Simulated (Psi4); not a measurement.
# CCSD(T)/def2-TZVPPD run of AlH (SMILES [AlH])

Aim: the vertical ionisation energy of AlH at CCSD(T)/def2-TZVPPD, from 2 runs. 

The results are computed with Psi4 1.11.

2 further runs of the same task are left out: 2 set aside as unsound or not needed.

## Step 1: Starting point

The species is AlH (2 atoms), meant as a singlet with charge 0. As SMILES, `[AlH]`. The shape is that of a PBE0-D4/def2-TZVP optimisation.

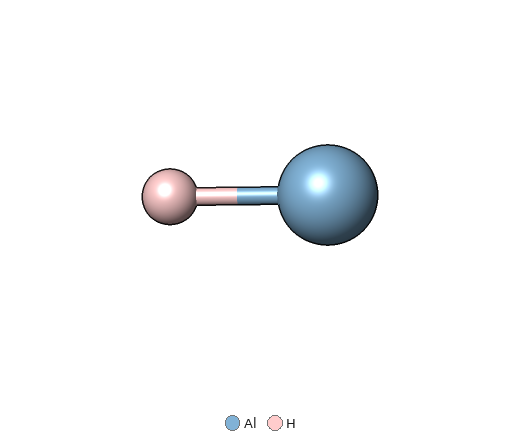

Viewed from a chosen angle; aluminium light blue, hydrogen pink.

## Step 2: A single-point energy at CCSD(T)/def2-TZVPPD

The input, job.json:

```json
{
  "schema_name": "qcschema_input",
  "schema_version": 1,
  "molecule": {
    "schema_name": "qcschema_molecule",
    "schema_version": 2,
    "symbols": ["Al", "H"],
    "geometry": [0.0, 0.0, -0.04845258, 0.0, 0.0, 3.09746899],
    "molecular_charge": 0,
    "molecular_multiplicity": 1,
    "fix_symmetry": "c1"
  },
  "driver": "energy",
  "model": {
    "method": "ccsd(t)",
    "basis": "def2-TZVPPD"
  },
  "keywords": {
    "puream": true,
    "e_convergence": 1e-09,
    "d_convergence": 1e-08,
    "scf_type": "pk",
    "num_frozen_docc": 5
  }
}
```

Started as:

```bash
$ psi4 --qcschema job.json -n 1 --memory 1600MB
```

stdout:

```text
[...]
  Running in c1 symmetry.
[...]
  Nuclear repulsion =    4.132334424344851
[...]
  Multiplicity = 1
[...]
  Nalpha       = 7
  Nbeta        = 7
[...]
    Number of basis functions: 65
[...]
   @RHF iter   1:  -242.45374187482457   -5.52386e-01   1.80750e-03 DIIS/ADIIS
[...]
   @RHF iter   8:  -242.45793538679987   -3.72324e-11   8.08032e-09 DIIS
[...]
    Orbital Energies [Eh]
    ---------------------
    Doubly Occupied:
       1A    -58.489664     2A     -4.901583     3A     -3.210901
       4A     -3.210901     5A     -3.209819     6A     -0.494078
       7A     -0.289243
[...]
  @RHF Final Energy:  -242.45793538679987
   => Energetics <=
    Nuclear Repulsion Energy =              4.1323344243448510
    One-Electron Energy =                -345.5681620734650323
    Two-Electron Energy =                  98.9778922623203243
    Total Energy =                       -242.4579353867998748
[...]
 Multipole Moments:
 ------------------------------------------------------------------------------------
     Multipole            Electronic (a.u.)      Nuclear  (a.u.)        Total (a.u.)
 ------------------------------------------------------------------------------------
 L = 1.  Multiply by 2.5417464519 to convert [e a0] to [Debye]
 Dipole X            :          0.0000000            0.0000000            0.0000000
 Dipole Y            :         -0.0000000            0.0000000           -0.0000000
 Dipole Z            :         -1.5498814            1.5600499            0.0101685
 Magnitude           :                                                    0.0101685
[...]
      * MP2 total energy                      = -242.520234049156954
[...]
      * CCSD total energy                     = -242.540563373865950
[...]
      * CCSD(T) total energy                  = -242.542023374344183
[...]
```

The result, in JSON:

```text
{
 "driver": "energy",
 "model": {
  "method": "ccsd(t)",
  "basis": "def2-TZVPPD"
 },
 "success": true,
 "return_result": -242.54202337434418,
 "properties": {
  "calcinfo_nbasis": 65,
  "calcinfo_nmo": 65,
  "calcinfo_nalpha": 7,
  "calcinfo_nbeta": 7,
  "calcinfo_natom": 2,
  "nuclear_repulsion_energy": 4.132334424344851,
  "return_energy": -242.54202337434418,
  "scf_one_electron_energy": -345.56816207346503,
  "scf_two_electron_energy": 98.97789226232032,
  "scf_dipole_moment": [2.4880831438073127e-10, -8.232272592806984e-10, 0.01016845425782309],
  "scf_total_energy": -242.45793538679987,
  "scf_iterations": 8,
  "mp2_same_spin_correlation_energy": -0.003225460997487356,
  "mp2_opposite_spin_correlation_energy": -0.05907320135907813,
  "mp2_singles_energy": -1.3199030149743068e-28,
  "mp2_doubles_energy": -0.06229866235656548,
  "mp2_correlation_energy": -0.06229866235656548,
  "mp2_total_energy": -242.52023404915695,
  "ccsd_same_spin_correlation_energy": -0.003571101246058195,
  "ccsd_opposite_spin_correlation_energy": -0.07905688581950601,
  "ccsd_singles_energy": 0.0,
  "ccsd_doubles_energy": -0.0826279870655642,
  "ccsd_correlation_energy": -0.0826279870655642,
  "ccsd_total_energy": -242.54056337386595,
  "ccsd_iterations": 15,
  "ccsd_prt_pr_correlation_energy": -0.08408798754378838,
  "ccsd_prt_pr_total_energy": -242.54202337434418
 }
}
```

It took 2.8 s on 1 thread of Intel Xeon 6975P-C (Granite Rapids), shared host; peak memory 0.36 GiB.

## Step 3: The doublet cation at the same level

The input, run.py:

```python
import psi4

psi4.set_memory(1600000000)
psi4.set_num_threads(1)
psi4.set_output_file('output.dat', False)

molecule = psi4.geometry("""
1 2
Al     0.000000     0.000000    -0.025640
H      0.000000     0.000000     1.639110
units angstrom
symmetry c1
no_reorient
no_com
""")

psi4.set_options({
    'reference': 'uhf',
    'puream': True,
    'e_convergence': 1e-09,
    'd_convergence': 1e-08,
    'scf_type': 'pk',
    'num_frozen_docc': 5,
    'maxiter': 100,
})

result, w = psi4.energy('ccsd(t)/def2-TZVPPD', return_wfn=True)
print(f'total energy {result:.8f} hartree = {result * 27.211386:.5f} eV')
```

Started as:

```bash
$ python run.py
```

output.dat:

```text
[...]
  Running in c1 symmetry.
[...]
  Nuclear repulsion =    4.132334427817991
[...]
  Multiplicity = 2
[...]
  Nalpha       = 7
  Nbeta        = 6
[...]
    Number of basis functions: 65
[...]
   @UHF iter   1:  -242.15893663083227   -2.57581e-01   2.36812e-03 DIIS/ADIIS
[...]
   @UHF iter  12:  -242.19138853823418   -2.61480e-12   3.51949e-09 DIIS
[...]
   @S^2 Observed:                7.853362835E-01
[...]
    Orbital Energies [Eh]
    ---------------------
    Alpha Occupied:
       1A    -58.817034     2A     -5.226193     3A     -3.536379
       4A     -3.533546     5A     -3.533546     6A     -0.802415
       7A     -0.621737
    Alpha Virtual:
       8A     -0.206972     9A     -0.206972    10A     -0.094569
      11A     -0.091932    12A     -0.045358    13A     -0.045358
      14A     -0.041912    15A     -0.041912    16A     -0.006841
      17A      0.035420    18A      0.095378    19A      0.095378
      20A      0.106212    21A      0.106212    22A      0.133022
      23A      0.133022    24A      0.135846    25A      0.180189
[...]
  @UHF Final Energy:  -242.19138853823418
   => Energetics <=
    Nuclear Repulsion Energy =              4.1323344278179910
    One-Electron Energy =                -341.2545629710581920
    Two-Electron Energy =                  94.9308400050060470
    Total Energy =                       -242.1913885382341789
  UHF NO Occupations:
  HONO-2 :    5  A 1.9999931
  HONO-1 :    6  A 1.9821864
[...]
 Multipole Moments:
 ------------------------------------------------------------------------------------
     Multipole            Electronic (a.u.)      Nuclear  (a.u.)        Total (a.u.)
 ------------------------------------------------------------------------------------
 L = 1.  Multiply by 2.5417464519 to convert [e a0] to [Debye]
 Dipole X            :          0.0000000            0.0000000            0.0000000
 Dipole Y            :          0.0000000            0.0000000            0.0000000
 Dipole Z            :         -2.5946132            2.4675855           -0.1270278
 Magnitude           :                                                    0.1270278
[...]
      * MP2 total energy                      = -242.224501876317362
[...]
      * CCSD total energy                     = -242.237603931646760
[...]
      * CCSD(T) total energy                     = -242.238213473346150
```

On the terminal:

```text
total energy -242.23821347 hartree = -6591.63753 eV
```

Run time: 5.1 s. Hardware: 1 thread of Intel Xeon 6975P-C (Granite Rapids), shared host; peak memory 0.38 GiB.

## Step 4: What came out

At CCSD(T)/def2-TZVPPD, 5 core orbitals frozen:

```
                                                                  quantity          value
                                                 singlet AlH: total energy  -242.54202 Eh
                          singlet AlH: HOMO energy (Hartree–Fock orbitals)       -7.87 eV
                          singlet AlH: LUMO energy (Hartree–Fock orbitals)        0.82 eV
                        singlet AlH: HOMO–LUMO gap (Hartree–Fock orbitals)        8.69 eV
                  singlet AlH: correlation energy (5 core orbitals frozen)      -84.1 mEh
                                               singlet AlH: (T) correction      -1.46 mEh
                                                singlet AlH: T1 diagnostic          0.014
                                              doublet cation: total energy  -242.23821 Eh
doublet cation: HOMO energy (Hartree–Fock orbitals) (highest over α and β)      -16.92 eV
 doublet cation: LUMO energy (Hartree–Fock orbitals) (lowest over α and β)       -6.73 eV
               doublet cation: correlation energy (5 core orbitals frozen)      -46.8 mEh
                                            doublet cation: (T) correction      -0.61 mEh
                         doublet cation: ⟨S²⟩ of the reference determinant          0.785
                                             doublet cation: T1 diagnostic          0.034
                        vertical ionisation energy (to the doublet cation)       8.267 eV
```

**Reading.** The vertical ionisation energy comes to 8.27 eV (191 kcal/mol). The triples (singlet AlH) make up 1.7 % of the correlation energy. The triples (doublet cation) make up 1.3 % of the correlation energy.
